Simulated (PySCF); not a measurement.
```xyz
24

C     2.3652    0.7151    0.1589
C     1.1224    0.4020   -0.6145
O     0.9617    0.7243   -1.7899
N     0.1271   -0.2439   -0.0015
Si   -1.3332   -0.4752   -0.9351
C    -2.4130   -1.3735    0.3434
N    -1.9476   -1.5892    1.4924
H     2.2857    1.7495    0.4934
H     2.4790    0.0651    1.0220
H     3.2338    0.6374   -0.4900
H     0.1943   -0.5120    0.9694
H    -1.9538    0.7984   -1.2963
H    -1.0680   -1.3348   -2.0859
H    -3.4209   -1.6823    0.0358
H    -2.5630   -2.0766    2.1458
C    -0.8050    3.8753   -0.1595
O     0.3423    3.2363   -0.6667
Ge    0.8676    3.1556   -2.3516
Br    0.6276    5.3287   -3.0990
H    -1.6975    3.2648   -0.3201
H    -0.6538    4.0043    0.9140
H    -0.9615    4.8590   -0.6138
H    -0.0196    2.4110   -3.3064
H     2.3459    2.9539   -2.2602
```

Geometry: GFN2-xTB.

Method: PySCF, PBE0-D3(BJ)/def2-SVP, SCF density, gas phase.

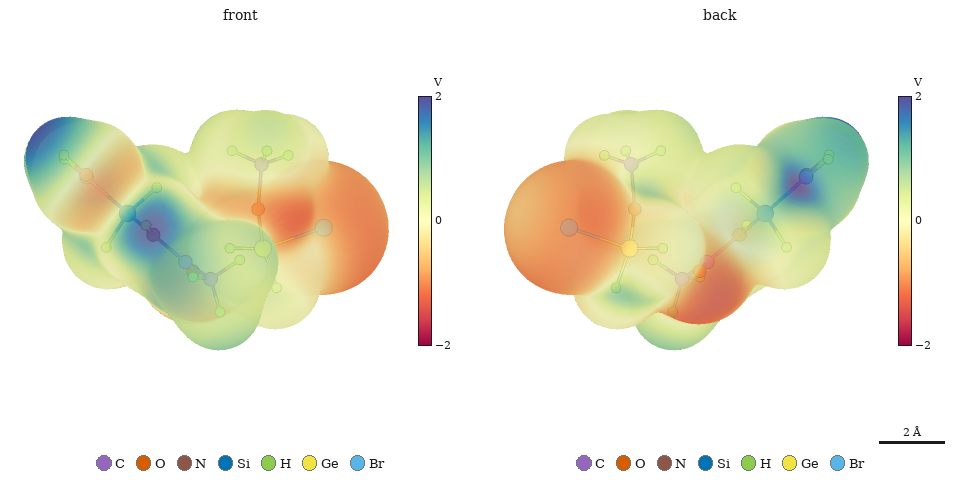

C3H8N2OSi···CH5BrGeO (SMILES CC(=O)N[SiH2]C=N.C[O][GeH2][Br]). The molecular electrostatic potential painted on the density surface at 0.002 e/bohr³, seen from the front and from behind; the colour scale runs from red (negative) to blue (positive).

Describe the electrostatic potential map.

Answer. The most negative region (about −1.3 V) lies over O3, the most positive (about +1.9 V) over Si5, H11 and H15. O3 is the likeliest acceptor of a hydrogen bond.

What dipole moment does the calculation give?

Answer. Its dipole moment is 6.41 D.
